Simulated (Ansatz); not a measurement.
# BF2H (ac1l3f57): a chain of runs

Wanted: a point of an energy scan (RPBE-D4/3-21G), then a point of an energy scan (RPBE-D4/3-21G), then a point of an energy scan (URPBE-D4/3-21G), then a point of an energy scan (URPBE-D4/3-21G), then a point of an energy scan (URPBE-D4/3-21G) of BF2H (ac1l3f57). 

Program for the calculation: Ansatz 0.2.0.

## 1. Starting point

BF2H: 4 atoms, total charge 0, spin state singlet. SMILES: `FBF`. The coordinates come from a PBE0-D4/def2-TZVP relaxation.

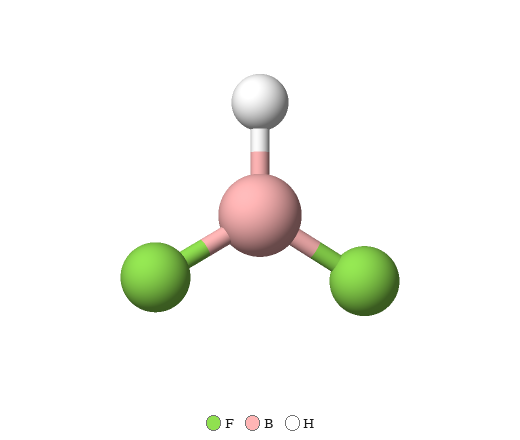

The structure, seen from a chosen angle (fluorine green, boron pink, hydrogen white).

## 2. A point of an energy scan at RPBE-D4/3-21G (held atoms (2, 1), held distance 1.3789 angstrom) (run 1)

Contents of job.yaml:

```yaml
basis:
  gaussian:
    orbitals: 3-21G.json
crystal:
  periodic: [false, false, false]
  atoms:
    - symbol: F
      position_ang: [1.154300, 0.456900, -0.361900]
    - symbol: B
      position_ang: [-0.001900, -0.031000, 0.025200]
    - symbol: F
      position_ang: [-1.095400, 0.528700, -0.438900]
    - symbol: H
      position_ang: [-0.057000, -0.954600, 0.775600]
total_charge: 0
relax:
  max_steps: 60
  constraints: [{distance: [1, 0], at: 1.3789}]
hamiltonian:
  xc: {name: RPBE}
  dispersion: d4
```

The basis set 3-21G is read from a file made from the Basis Set Exchange's data (not shown).

Launch:

```
$ ansatz run job.yaml --threads 1 --pin off --max-ram 2610MiB --events-out events.jsonl --progress --plain --runs-dir runs
```

The program printed (excerpt; [...] marks lines left out):

```text
Warning: RAYON_NUM_THREADS=1 ignored (pool sized by the plan → 1); use --threads N
[...]
Functional definition: RPBE
  name "RPBE"
[...]
343 factors; integrals over basis functions are off by at most 4.9e-4 eV
[...]
mean field -6095.10601587 eV, -223.9910146718 hartree, gradient 6.8e-5 eV, S^2 0.000000; 0 other end points of the search recorded, 0 dependent functions left out
[...]
reference -6095.10603356 eV, -223.9910153221 hartree; 12, 12 occupied and 17, 17 virtual orbitals, 343 factors
relax step   1: F+E_penalty+E_count = -6095.24298636 eV  Δ(F+E_penalty+E_count) = +0.000e0 eV  max|allowed force component| = 2.744e0 eV/Å  Δτ_max = 0.0000 Å  (20 SCF iters, accepted)
[...]
relax step   5: F+E_penalty+E_count = -6095.32602361 eV  Δ(F+E_penalty+E_count) = +1.831e-2 eV  max|allowed force component| = 5.099e-1 eV/Å  Δτ_max = 0.0426 Å  (21 SCF iters, rejected (line search))
[...]
relax step   6: F+E_penalty+E_count = -6095.34463630 eV  Δ(F+E_penalty+E_count) = -2.991e-4 eV  max|allowed force component| = 9.249e-3 eV/Å  Δτ_max = 0.0035 Å  (22 SCF iters, accepted)
  distance B 1 - F 0 held at 1.378900 Å   reaction = +7.6436e-1 eV/Å
343 factors; integrals over basis functions are off by at most 4.9e-4 eV
mean field -6095.20879451 eV, -223.9947917175 hartree, gradient 4.5e-5 eV, S^2 0.000000; 1 other end points of the search recorded, 0 dependent functions left out
[...]
reference -6095.20881223 eV, -223.9947923685 hartree; 12, 12 occupied and 17, 17 virtual orbitals, 343 factors
Total energy: -6095.34465402 eV, -223.9997844621 hartree
Atom 0 at     1.198353     0.475735    -0.376668 Å, force    -0.665587    -0.290037     0.230189 eV/Å
Atom 1 at    -0.008403    -0.046882     0.038031 Å, force     0.665422     0.298948    -0.237451 eV/Å
Atom 2 at    -1.129821     0.544691    -0.452034 Å, force     0.001361    -0.003376     0.002763 eV/Å
Atom 3 at    -0.060129    -0.973544     0.790670 Å, force    -0.001197    -0.005535     0.004499 eV/Å
Dipole moment:    -0.020860    -0.125775     0.102042 e Å
```

Wall time 2.8 s (1 thread of Arm Neoverse V2, shared host); peak memory 0.094 GiB.

## 3. A point of an energy scan at RPBE-D4/3-21G (held atoms (2, 1), held distance 1.6416 angstrom) (run 2)

Contents of molecule.yaml:

```yaml
crystal:
  periodic: [false, false, false]
  atoms:
    - {symbol: F, position_ang: [1.198353, 0.475735, -0.376668]}
    - {symbol: B, position_ang: [-0.008403, -0.046882, 0.038031]}
    - {symbol: F, position_ang: [-1.129821, 0.544691, -0.452034]}
    - {symbol: H, position_ang: [-0.060129, -0.973544, 0.790670]}
basis:
  gaussian:
    orbitals: 3-21G.json
hamiltonian:
  xc: {name: RPBE}
  dispersion: d4
relax:
  max_steps: 60
  constraints: [{distance: [1, 0], at: 1.6416}]
```

The basis set 3-21G is read from a file made from the Basis Set Exchange's data (not shown).

Launch:

```
$ ansatz run molecule.yaml --threads 1 --pin off --max-ram 2610MiB --events-out events.jsonl --progress --plain --runs-dir runs
```

The program printed (excerpt; [...] marks lines left out):

```text
Warning: RAYON_NUM_THREADS=1 ignored (pool sized by the plan → 1); use --threads N
[...]
[... 2 set-up lines as earlier in the session ...]
[...]
346 factors; integrals over basis functions are off by at most 5.8e-4 eV
[...]
mean field -6094.07443672 eV, -223.9531048374 hartree, gradient 9.0e-5 eV, S^2 0.000000; 0 other end points of the search recorded, 0 dependent functions left out
[...]
reference -6094.07445382 eV, -223.9531054659 hartree; 12, 12 occupied and 17, 17 virtual orbitals, 346 factors
relax step   1: F+E_penalty+E_count = -6094.20868032 eV  Δ(F+E_penalty+E_count) = +0.000e0 eV  max|allowed force component| = 1.803e0 eV/Å  Δτ_max = 0.0000 Å  (22 SCF iters, accepted)
[...]
relax step   3: F+E_penalty+E_count = -6094.31654453 eV  Δ(F+E_penalty+E_count) = -1.352e-2 eV  max|allowed force component| = 1.799e-2 eV/Å  Δτ_max = 0.0213 Å  (24 SCF iters, accepted)
[...]
relax step   4: F+E_penalty+E_count = -6094.31655586 eV  Δ(F+E_penalty+E_count) = -1.134e-5 eV  max|allowed force component| = 1.428e-3 eV/Å  Δτ_max = 0.0006 Å  (16 SCF iters, accepted)
  distance B 1 - F 0 held at 1.641600 Å   reaction = +5.6238e0 eV/Å
346 factors; integrals over basis functions are off by at most 5.9e-4 eV
[...]
mean field -6094.18369839 eV, -223.9571201296 hartree, gradient 3.6e-5 eV, S^2 0.000000; 1 other end points of the search recorded, 0 dependent functions left out
[...]
reference -6094.18371548 eV, -223.9571207577 hartree; 12, 12 occupied and 17, 17 virtual orbitals, 346 factors
Total energy: -6094.31657296 eV, -223.9620031800 hartree
Atom 0 at     1.344340     0.544482    -0.431323 Å, force    -4.911689    -2.146000     1.703157 eV/Å
Atom 1 at    -0.089306    -0.081906     0.065814 Å, force     4.911253     2.145774    -1.702902 eV/Å
Atom 2 at    -1.162071     0.542077    -0.450174 Å, force     0.001106    -0.001203     0.000952 eV/Å
Atom 3 at    -0.092963    -1.004653     0.815682 Å, force    -0.000670     0.001428    -0.001208 eV/Å
Dipole moment:    -0.207054    -0.195031     0.156772 e Å
```

Wall time 1.9 s (1 thread of Arm Neoverse V2, shared host); peak memory 0.094 GiB.

## 4. A point of an energy scan at URPBE-D4/3-21G (held atoms (2, 1), held distance 1.9699 angstrom) (run 3)

Contents of run.yaml:

```yaml
crystal:
  periodic: [false, false, false]
  atoms:
    - {symbol: F, position_ang: [1.344340, 0.544482, -0.431323]}
    - {symbol: B, position_ang: [-0.089306, -0.081906, 0.065814]}
    - {symbol: F, position_ang: [-1.162071, 0.542077, -0.450174]}
    - {symbol: H, position_ang: [-0.092963, -1.004653, 0.815682]}
basis:
  gaussian:
    orbitals: 3-21G.json
magnetization:
  spin_polarized: true
  initial_magnetization: 0
hamiltonian:
  xc: {name: RPBE}
  dispersion: d4
relax:
  max_steps: 60
  constraints: [{distance: [1, 0], at: 1.9699}]
```

The basis set 3-21G is read from a file made from the Basis Set Exchange's data (not shown).

Launch:

```
$ ansatz run run.yaml --threads 1 --pin off --max-ram 2610MiB --events-out events.jsonl --progress --plain --runs-dir runs
```

The program printed (excerpt; [...] marks lines left out):

```text
Warning: RAYON_NUM_THREADS=1 ignored (pool sized by the plan → 1); use --threads N
[...]
[... 2 set-up lines as earlier in the session ...]
[...]
346 factors; integrals over basis functions are off by at most 5.1e-4 eV
[...]
mean field -6092.11583959 eV, -223.8811277205 hartree, gradient 4.2e-5 eV, S^2 0.000000; 0 other end points of the search recorded, 0 dependent functions left out
[...]
reference -6092.11585732 eV, -223.8811283720 hartree; 12, 12 occupied and 17, 17 virtual orbitals, 346 factors
relax step   1: F+E_penalty+E_count = -6092.25037487 eV  Δ(F+E_penalty+E_count) = +0.000e0 eV  max|allowed force component| = 2.122e0 eV/Å  Δτ_max = 0.0000 Å  (25 SCF iters, accepted)
[...]
relax step   5: F+E_penalty+E_count = -6092.41226182 eV  Δ(F+E_penalty+E_count) = -4.028e-4 eV  max|allowed force component| = 1.109e-2 eV/Å  Δτ_max = 0.0068 Å  (25 SCF iters, accepted)
[...]
relax step   6: F+E_penalty+E_count = -6092.41227757 eV  Δ(F+E_penalty+E_count) = -1.575e-5 eV  max|allowed force component| = 3.209e-3 eV/Å  Δτ_max = 0.0011 Å  (18 SCF iters, accepted)
  distance B 1 - F 0 held at 1.969900 Å   reaction = +5.5322e0 eV/Å
346 factors; integrals over basis functions are off by at most 5.2e-4 eV
mean field -6092.28079507 eV, -223.8871897226 hartree, gradient 3.5e-5 eV, S^2 0.000000; 1 other end points of the search recorded, 0 dependent functions left out
[...]
reference -6092.28081287 eV, -223.8871903768 hartree; 12, 12 occupied and 17, 17 virtual orbitals, 346 factors
Total energy: -6092.41229537 eV, -223.8920222695 hartree
Atom 0 at     1.531311     0.630729    -0.499886 Å, force    -4.825291    -2.119312     1.682237 eV/Å
Atom 1 at    -0.186869    -0.123935     0.099153 Å, force     4.827774     2.116179    -1.679539 eV/Å
Atom 2 at    -1.207064     0.535883    -0.445497 Å, force    -0.002748     0.002181    -0.001853 eV/Å
Atom 3 at    -0.137378    -1.042676     0.846228 Å, force     0.000265     0.000952    -0.000846 eV/Å
Dipole moment:    -0.420357    -0.274877     0.219891 e Å
```

Run time: 4.2 s. Hardware: 1 thread of Arm Neoverse V2, shared host; peak memory 0.1 GiB.

## 5. A point of an energy scan at URPBE-D4/3-21G (held atoms (2, 1), held distance 2.3639 angstrom) (run 4)

Contents of in.yaml:

```yaml
crystal:
  periodic: [false, false, false]
  atoms:
    - {symbol: F, position_ang: [1.531311, 0.630729, -0.499886]}
    - {symbol: B, position_ang: [-0.186869, -0.123935, 0.099153]}
    - {symbol: F, position_ang: [-1.207064, 0.535883, -0.445497]}
    - {symbol: H, position_ang: [-0.137378, -1.042676, 0.846228]}
basis:
  gaussian:
    orbitals: 3-21G.json
magnetization:
  spin_polarized: true
relax:
  max_steps: 60
  constraints: [{distance: [1, 0], at: 2.3639}]
hamiltonian:
  xc: {name: RPBE}
  dispersion: d4
```

The basis set 3-21G is read from a file made from the Basis Set Exchange's data (not shown).

Launch:

```
$ ansatz run in.yaml --threads 1 --pin off --max-ram 2610MiB --events-out events.jsonl --progress --plain --runs-dir runs
```

The program printed (excerpt; [...] marks lines left out):

```text
Warning: RAYON_NUM_THREADS=1 ignored (pool sized by the plan → 1); use --threads N
[...]
[... 2 set-up lines as earlier in the session ...]
[...]
342 factors; integrals over basis functions are off by at most 5.0e-4 eV
[...]
mean field -6090.18003057 eV, -223.8099880512 hartree, gradient 2.7e-6 eV, S^2 0.000000; 3 other end points of the search recorded, 0 dependent functions left out
[...]
reference -6090.18004824 eV, -223.8099887006 hartree; 12, 12 occupied and 17, 17 virtual orbitals, 342 factors
relax step   1: F+E_penalty+E_count = -6090.30058261 eV  Δ(F+E_penalty+E_count) = +0.000e0 eV  max|allowed force component| = 2.171e0 eV/Å  Δτ_max = 0.0000 Å  (71 SCF iters, accepted)
[...]
relax step   6: F+E_penalty+E_count = -6090.51290026 eV  Δ(F+E_penalty+E_count) = -1.524e-3 eV  max|allowed force component| = 2.015e-2 eV/Å  Δτ_max = 0.0121 Å  (27 SCF iters, accepted)
[...]
relax step   7: F+E_penalty+E_count = -6090.51298282 eV  Δ(F+E_penalty+E_count) = -8.256e-5 eV  max|allowed force component| = 9.147e-4 eV/Å  Δτ_max = 0.0044 Å  (26 SCF iters, accepted)
  distance B 1 - F 0 held at 2.363900 Å   reaction = +4.1180e0 eV/Å
342 factors; integrals over basis functions are off by at most 5.3e-4 eV
mean field -6090.39555761 eV, -223.8179085237 hartree, gradient 6.7e-6 eV, S^2 0.000000; 3 other end points of the search recorded, 0 dependent functions left out
[...]
reference -6090.39557568 eV, -223.8179091880 hartree; 12, 12 occupied and 17, 17 virtual orbitals, 342 factors
Total energy: -6090.51300090 eV, -223.8222244849 hartree
Atom 0 at     1.762042     0.740253    -0.587083 Å, force    -3.582802    -1.590383     1.262931 eV/Å
Atom 1 at    -0.294509    -0.172542     0.137783 Å, force     3.582186     1.590246    -1.262710 eV/Å
Atom 2 at    -1.264262     0.522218    -0.434920 Å, force     0.000661    -0.000777     0.000585 eV/Å
Atom 3 at    -0.203271    -1.089928     0.884218 Å, force    -0.000045     0.000915    -0.000805 eV/Å
Dipole moment:    -0.634800    -0.355819     0.283942 e Å
```

Wall time 5.4 s (1 thread of Arm Neoverse V2, shared host); peak memory 0.1 GiB.

## 6. A point of an energy scan at URPBE-D4/3-21G (held atoms (2, 1), held distance 2.8892 angstrom) (run 5)

Contents of job.yaml:

```yaml
crystal:
  periodic: [false, false, false]
  atoms:
    - {symbol: F, position_ang: [1.762042, 0.740253, -0.587083]}
    - {symbol: B, position_ang: [-0.294509, -0.172542, 0.137783]}
    - {symbol: F, position_ang: [-1.264262, 0.522218, -0.434920]}
    - {symbol: H, position_ang: [-0.203271, -1.089928, 0.884218]}
basis:
  gaussian:
    orbitals: 3-21G.json
magnetization:
  spin_polarized: true
hamiltonian:
  xc: {name: RPBE}
  dispersion: d4
relax:
  max_steps: 60
  constraints: [{distance: [1, 0], at: 2.8892}]
```

The basis set 3-21G is read from a file made from the Basis Set Exchange's data (not shown).

Launch:

```
$ ansatz run job.yaml --threads 1 --pin off --max-ram 2610MiB --events-out events.jsonl --progress --plain --runs-dir runs
```

The program printed (excerpt; [...] marks lines left out):

```text
Warning: RAYON_NUM_THREADS=1 ignored (pool sized by the plan → 1); use --threads N
[...]
[... 2 set-up lines as earlier in the session ...]
[...]
340 factors; integrals over basis functions are off by at most 4.8e-4 eV
[...]
mean field -6088.37488153 eV, -223.7436500474 hartree, gradient 2.1e-5 eV, S^2 0.194471; 11 other end points of the search recorded, 0 dependent functions left out
[...]
reference -6088.37489989 eV, -223.7436507222 hartree; 12, 12 occupied and 17, 17 virtual orbitals, 340 factors
relax step   1: F+E_penalty+E_count = -6088.47424934 eV  Δ(F+E_penalty+E_count) = +0.000e0 eV  max|allowed force component| = 2.160e0 eV/Å  Δτ_max = 0.0000 Å  (355 SCF iters, accepted)
[...]
relax step   7: F+E_penalty+E_count = -6088.87823472 eV  Δ(F+E_penalty+E_count) = -5.037e-4 eV  max|allowed force component| = 1.284e-2 eV/Å  Δτ_max = 0.0082 Å  (42 SCF iters, accepted)
[...]
relax step   8: F+E_penalty+E_count = -6088.87826804 eV  Δ(F+E_penalty+E_count) = -3.333e-5 eV  max|allowed force component| = 3.755e-3 eV/Å  Δτ_max = 0.0047 Å  (30 SCF iters, accepted)
  distance B 1 - F 0 held at 2.889200 Å   reaction = +1.9076e0 eV/Å
340 factors; integrals over basis functions are off by at most 5.5e-4 eV
[...]
mean field -6088.78160298 eV, -223.7585967852 hartree, gradient 1.2e-5 eV, S^2 0.404602; 11 other end points of the search recorded, 0 dependent functions left out
[...]
reference -6088.78162081 eV, -223.7585974403 hartree; 12, 12 occupied and 17, 17 virtual orbitals, 340 factors
Total energy: -6088.87828587 eV, -223.7621498159 hartree
Atom 0 at     2.110103     0.911590    -0.723549 Å, force    -1.649518    -0.751405     0.597762 eV/Å
Atom 1 at    -0.386224    -0.226819     0.181908 Å, force     1.645493     0.753278    -0.600086 eV/Å
Atom 2 at    -1.357958     0.470564    -0.393969 Å, force     0.003755    -0.000334     0.000650 eV/Å
Atom 3 at    -0.365920    -1.155334     0.935608 Å, force     0.000271    -0.001539     0.001674 eV/Å
Dipole moment:    -0.704190    -0.378493     0.301910 e Å
```

Wall time 10 s (1 thread of Arm Neoverse V2, shared host); peak memory 0.1 GiB.

## 7. Results

| quantity | value |
| --- | --- |
| run 1, RPBE-D4/3-21G: total energy | -223.99978 Eh |
| run 1, RPBE-D4/3-21G: dipole moment | 0.78 D |
| run 1, RPBE-D4/3-21G: dispersion energy | -13.11 kJ/mol |
| run 2, RPBE-D4/3-21G: total energy | -223.96200 Eh |
| run 2, RPBE-D4/3-21G: dipole moment | 1.56 D |
| run 2, RPBE-D4/3-21G: dispersion energy | -12.82 kJ/mol |
| run 3, URPBE-D4/3-21G: total energy | -223.89202 Eh |
| run 3, URPBE-D4/3-21G: dipole moment | 2.63 D |
| run 3, URPBE-D4/3-21G: dispersion energy | -12.69 kJ/mol |
| run 4, URPBE-D4/3-21G: total energy | -223.82222 Eh |
| run 4, URPBE-D4/3-21G: dipole moment | 3.75 D |
| run 4, URPBE-D4/3-21G: dispersion energy | -11.33 kJ/mol |
| run 5, URPBE-D4/3-21G: total energy | -223.76215 Eh |
| run 5, URPBE-D4/3-21G: dipole moment | 4.10 D |
| run 5, URPBE-D4/3-21G: dispersion energy | -9.33 kJ/mol |
| run 5, URPBE-D4/3-21G: ⟨S²⟩ | 0.405 |

Mulliken charges (run 3, URPBE-D4/3-21G) run from -0.26 on F1 to +0.39 on B2. ⟨S²⟩ (run 5, URPBE-D4/3-21G) is 0.40 where a pure singlet has 0.00: the reference is spin-contaminated.
